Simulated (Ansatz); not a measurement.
```yaml
atoms:
  - { symbol: Hf, position_ang: [-0.4993, -0.0587, -0.1414] }
  - { symbol: N, position_ang: [-0.0882, 1.1401, 2.0030] }
  - { symbol: H, position_ang: [0.0318, 0.4950, 2.7970] }
  - { symbol: H, position_ang: [0.7145, 1.7868, 2.0147] }
  - { symbol: N, position_ang: [1.3897, -0.7398, 0.3561] }
  - { symbol: H, position_ang: [1.8939, -1.4179, -0.2276] }
  - { symbol: H, position_ang: [2.0024, -0.4865, 1.1390] }
  - { symbol: N, position_ang: [-0.6875, 1.7557, -1.0920] }
  - { symbol: H, position_ang: [-1.6092, 2.0450, -1.4504] }
  - { symbol: H, position_ang: [-0.0055, 2.4635, -1.3859] }
  - { symbol: N, position_ang: [-0.9999, -1.4573, -1.5593] }
  - { symbol: H, position_ang: [-1.0495, -2.4702, -1.3867] }
  - { symbol: H, position_ang: [-1.3674, -1.2944, -2.5046] }
  - { symbol: Si, position_ang: [-2.7528, -0.7355, 1.4058] }
  - { symbol: H, position_ang: [-4.0730, -0.3675, 0.7418] }
  - { symbol: H, position_ang: [-2.9151, -2.2173, 1.7086] }
  - { symbol: H, position_ang: [-2.8878, -0.0955, 2.7897] }
  - { symbol: H, position_ang: [-0.9228, 1.6984, 2.2323] }
```

Core potentials replace the inner electrons of Hf.

The calculation used RKS PBE/def2-SVP (Ansatz 0.2.0).

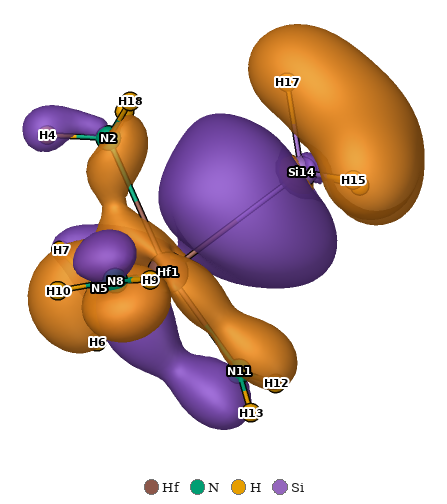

H₁₂HfN₄Si. The HOMO at ±0.06 Å⁻³ᐟ² (orange and purple are the two phases), seen across its widest extent.

Question: Where does this orbital lie, and at what energy?

Answer: It lies mainly on Si14 (about 45 %), Hf1 (about 25 %) and N5 (about 5 %). Its energy is −4.74 eV.
